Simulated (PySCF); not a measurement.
# W(OH)₃: quartet, from a trigonal planar start

Where does quartet W(OH)₃ go from a trigonal planar start, is the end point a minimum, and what are its modes, charges and moments?

Program: PySCF 2.14.0. Level of theory: PBE0, basis W def2-TZVP with ECP60, O def2-TZVP, H def2-TZVP, scalar-relativistic core potentials, no spin–orbit coupling, density fitting. These are calculated values, not measurements.

### Step 1. The starting structure

7 atoms, charge 0, spin multiplicity 4.

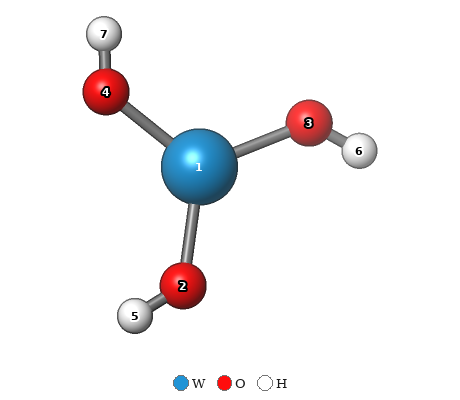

Start geometry, drawn with tungsten blue, oxygen red, hydrogen white; atoms are numbered from 1 in the order of the file.

Z-matrix (Å, degrees; charge 0 multiplicity 4):
```
W
O  1 2.0000
O  1 2.0000 2 120.00
O  1 2.0000 2 120.00 3 180.00
H  2 0.9600 1 130.00 3 180.00
H  3 0.9600 1 130.00 2 0.00
H  4 0.9600 1 130.00 2 180.00
```

### Step 2. The SCF at the typed geometry

The steps below are one call of a driver around PySCF. For each, scf.py gives the equivalent set-up of the SCF; relaxations use the driver's own optimiser. After this first run the driver tries any further starts and a stability analysis.

The input, scf.py:

```python
from pyscf import gto, scf, dft
mol = gto.M(atom='''
W      0.000000     0.000000     0.000000
O      2.000000     0.000000     0.000000
O     -1.000000     1.732100     0.000000
O     -1.000000    -1.732100     0.000000
H      2.617100    -0.735400     0.000000
H     -0.671700     2.634200     0.000000
H     -1.945400    -1.898800     0.000000''',
    basis={'W': 'def2-TZVP', 'O': 'def2-TZVP', 'H': 'def2-TZVP'},
    ecp={'W': 'def2-TZVP'},
    charge=0, spin=3)
mf = dft.UKS(mol, xc='PBE0')
mf.grids.atom_grid = (50, 194)
aux = {'W': 'def2-universal-JKFIT', 'O': 'def2-universal-JKFIT', 'H': 'def2-universal-JKFIT'}
mf = mf.density_fit(auxbasis=aux)
mf.conv_tol = 1e-08
mf.diis_space = 10
mf.max_cycle = 60
mf.init_guess = 'minao'
mf.verbose = 4
mf.kernel()
```

On the command line:

```bash
> OMP_NUM_THREADS=4 python axn.py task.json out
```

After this run come: Trigonal planar start, quartet: relaxation; Frequencies; Following the imaginary mode; Is it a minimum? Harmonic modes.

**Question.** What will these runs give? Wanted: minimum; geometry; wavenumbers; dipole moment; highest occupied, lowest empty level; polar-tensor charge of W1; zero-point energy; atomisation energy; ⟨S²⟩.

As calculated:

| quantity | value |
| --- | --- |
| minimum | quartet, C3v |
| geometry | O–H 0.962 Å (×3), W–O 1.907 Å (×3); H–O–W 121.7° (×3), O–W–O 119.8° (×3) |
| wavenumbers (cm⁻¹) | 151 (a1), 173 (e), 395 (a2), 459 (e), 679 (e), 705 (a1), 708 (e), 733 (a1), 3832 (e), 3835 (a1) |
| dipole moment | 3.52 D |
| highest occupied, lowest empty level (either spin) | -5.57, -1.99 eV |
| polar-tensor charge of W1 | +1.49 e |
| zero-point energy | 104.8 kJ/mol |
| entropy at 298.15 K | 337.3 J/(mol K) |
| atomisation energy (no zero-point energy) | 2684 kJ/mol |
| ⟨S²⟩ | 3.759 |

The trigonal planar start (C3h) ends in a minimum of C3v symmetry, after a stop at a higher-order saddle point 78.4 kJ/mol higher, from which it was pushed off along an imaginary mode. The strongest infrared band lies at 679 cm⁻¹ (e). Most of the spin sits on W1 (Mulliken spin 3.03, against 3 for the whole molecule). Only this shape and spin were tried, so other structures or states may lie lower. Open d and f shells are described by one determinant, and the ground state may have another occupation or spin. Spin–orbit coupling, left out here, can matter for elements this heavy.
